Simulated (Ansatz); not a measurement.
Run report: AlN₂H₇O, single-point calculation

- system: AlN₂H₇O
- method: RKS PBE0-D4/def2-TZVPP (Ansatz 0.2.0)

The geometry is the reactant side of a reaction. The reaction was set up to form Al1–H6 and O2–H5 and to break Al1–O2 and H5–H6 (atoms counted from 1 in the order of the input); sticks are drawn by distance alone. The geometry comes from this level: PBE0-D4/def2-TZVP.

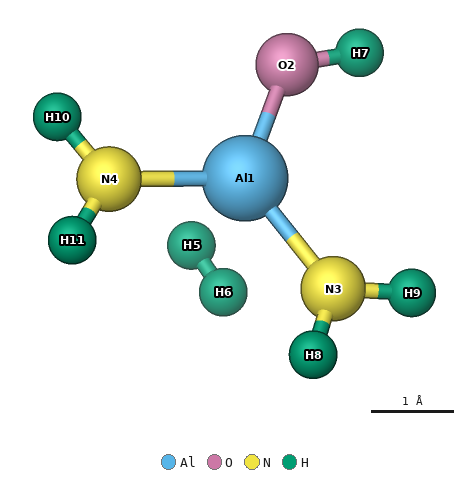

Figure 1. The structure (ball-and-stick view, seen at a tilt; atoms are numbered from 1 in the order of the input). Sticks mark near contacts.

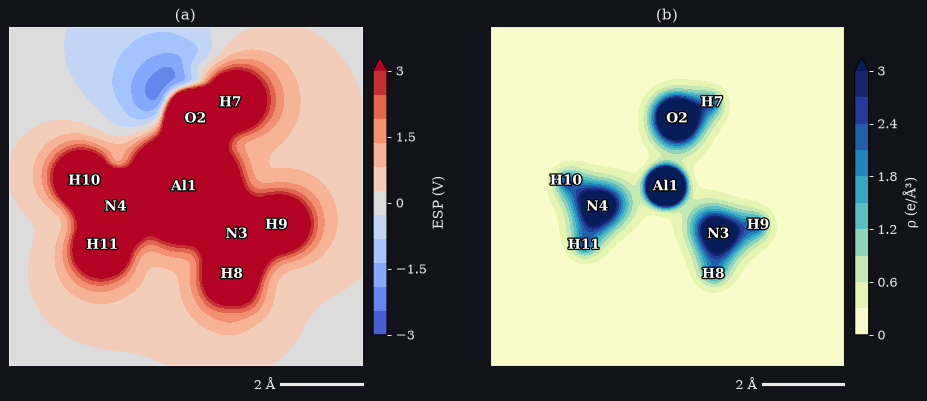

Figure 2. (a) molecular electrostatic potential; (b) electron density on the plane of atoms O2, Al1 and N4. The section cuts through Al, O, N and H sites. Al–O (1.70 Å): ρ at the midpoint is about 0.9 e/Å³.

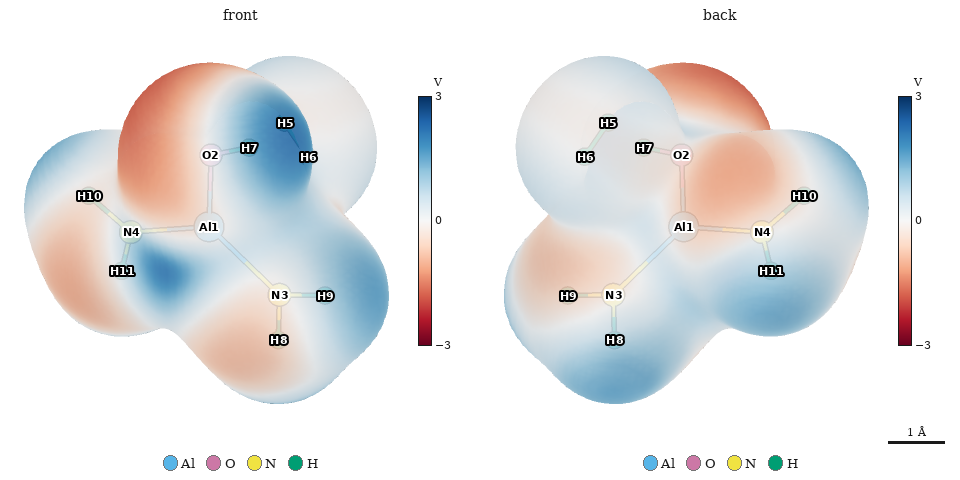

Figure 3. The molecular electrostatic potential painted on the density surface at 0.002 e/bohr³, seen at a tilt and from behind; red is negative and blue positive.

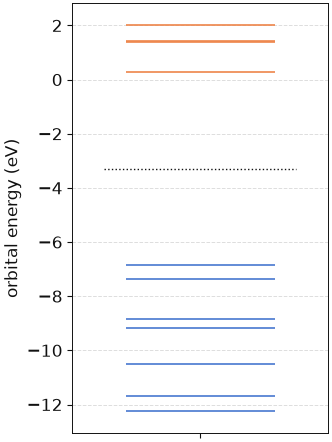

Figure 4. Orbital energies near the frontier; the dotted line parts filled from empty levels, and levels within 0.02 eV of each other stand side by side. Highest filled −6.86 eV, lowest empty 0.26 eV, 7.12 eV apart.

These pictures come from the run below.

## The input
```yaml
crystal:
  periodic: [false, false, false]
  atoms:
    - {symbol: Al, position_ang: [0.379794, 0.158593, 0.319409]}
    - {symbol: O, position_ang: [0.627755, 1.834468, 0.197196]}
    - {symbol: N, position_ang: [1.051428, -0.986622, -0.851261]}
    - {symbol: N, position_ang: [-0.539019, -0.399823, 1.716917]}
    - {symbol: H, position_ang: [-1.943139, 0.785440, -1.218743]}
    - {symbol: H, position_ang: [-1.627434, 0.218699, -1.592619]}
    - {symbol: H, position_ang: [1.144768, 2.254586, -0.485270]}
    - {symbol: H, position_ang: [0.988819, -1.988081, -0.775409]}
    - {symbol: H, position_ang: [1.595880, -0.737266, -1.659426]}
    - {symbol: H, position_ang: [-0.906778, 0.214909, 2.423210]}
    - {symbol: H, position_ang: [-0.772074, -1.355003, 1.925995]}
basis:
  gaussian: {orbitals: def2-TZVPP}
hamiltonian: {xc: pbe0, dispersion: d4}
output: {orbitals: {seedname: orbitals}}
```

Command:
```bash
ansatz run in.yaml --threads 4 --pin off --events-out ev --progress --plain --max-ram 9574MiB
```

## Log
```
Functional definition: PBE0
  name "PBE0"
  cite "Adamo & Barone, J. Chem. Phys. 110, 6158 (1999) doi:10.1063/1.478522"
  cite "Perdew, Burke & Ernzerhof, Phys. Rev. Lett. 77, 3865 (1996) doi:10.1103/PhysRevLett.77.3865"
  parent pbe
  parameter a = 0.25
  parameter kappa = 0.804
  parameter beta = 0.06672455060314922
  exchange = (1 - a)*pbe_x(kappa = kappa, mu = beta*pi^2/3) + a*exact_x
  correlation = pbe_c(beta = beta)
1174 factors; their error is unknown
mean field evaluation 1: about -11717.1850 eV, gradient 1.0e2 eV
mean field evaluation 2: about -11694.1392 eV, gradient 1.4e2 eV
mean field evaluation 4: about -11734.6359 eV, gradient 8.1e0 eV
mean field evaluation 8: about -11734.7477 eV, gradient 3.7e-2 eV
mean field -11734.76962151 eV, -431.2448294780 hartree, gradient 7.9e-5 eV, S^2 0.000000; 0 other end points of the search recorded, 0 dependent functions left out
reference -11734.76965522 eV, -431.2448307167 hartree; 21, 21 occupied and 212, 212 virtual orbitals, 1174 factors
Total energy: -11734.91740711 eV, -431.2502604987 hartree
```

## Key numbers

```csv
quantity,value
outcome,converged
total energy,−11734.9174 eV
mean-field energy,−11734.7697 eV
dispersion energy,−0.1478 eV
SCF solution under orbital rotations,stable
HOMO,−6.86 eV
LUMO,0.26 eV
hardware,"4 threads of Intel Xeon @ 2.50GHz, 180 GiB of memory available, shared host"
wall time,4.5 s (CPU time 14 s)
peak memory,0.47 GiB
```
